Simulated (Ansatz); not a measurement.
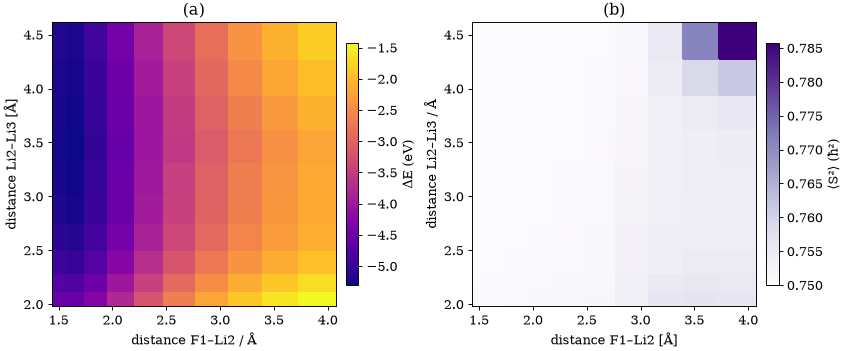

The system F + Li₂, spin multiplicity 2. 
- First axis: distance F1–Li2. Second axis: distance Li2–Li3.
- Nothing is relaxed (the angle F1–Li2–Li3 is fixed at 140 degrees).
- Grid: 10 × 10 points.
- Points are written as (first, second).
- Energies: eV, counted from F far from the relaxed LiLi (each part in its own basis).
- The D4 coefficients can switch as the alkali atoms part, which puts small steps into the map.
- The calculation used UKS PBE-D4/def2-TZVPD (Ansatz).

Panel (a) is the energy; panel (b) is the computed ⟨S²⟩, in ħ².

In the figure: one coloured cell a grid point.

How does the ⟨S²⟩ vary over the map, and what is it at the lowest grid point?

Leaving out the highest fifth of the energies, it runs from 0.75 ħ² at (1.504 Å, 4.107 Å) to 0.76 ħ² at (3.235 Å, 4.448 Å). At the lowest grid point, (1.642 Å, 3.465 Å), it is 0.75 ħ².
